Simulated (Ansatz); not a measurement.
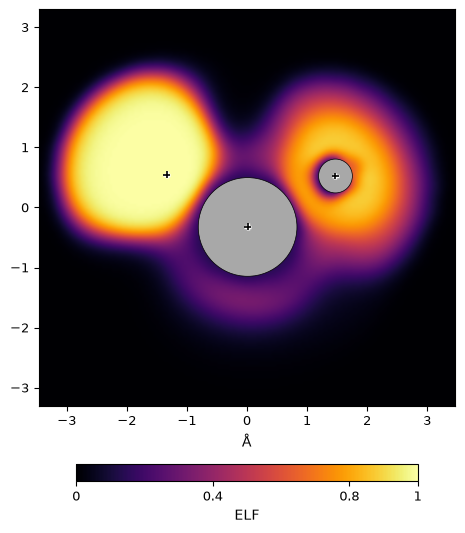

The ELF on a plane through atoms (crosses mark nuclei in the plane; grey discs cover the cores).

Level of theory: Ansatz 0.2.0, RKS B3LYP/def2-SVP.

Candidates:
A. GeH3O (charge −1)
B. CH2O2Se
C. CH5AlBO (charge +1)

Q: Which system is this?

A: Candidate A: GeH3O on the plane of atoms O1, Ge2 and H4, which holds O, Ge and H. Ge–O (1.69 Å): the ELF peaks at about 0.80 in the valence shell of O, 0.6 Å from its nucleus, and is about 0.35 at the midpoint. Ge–H (1.61 Å): the ELF climbs to about 1 towards the hydrogen.
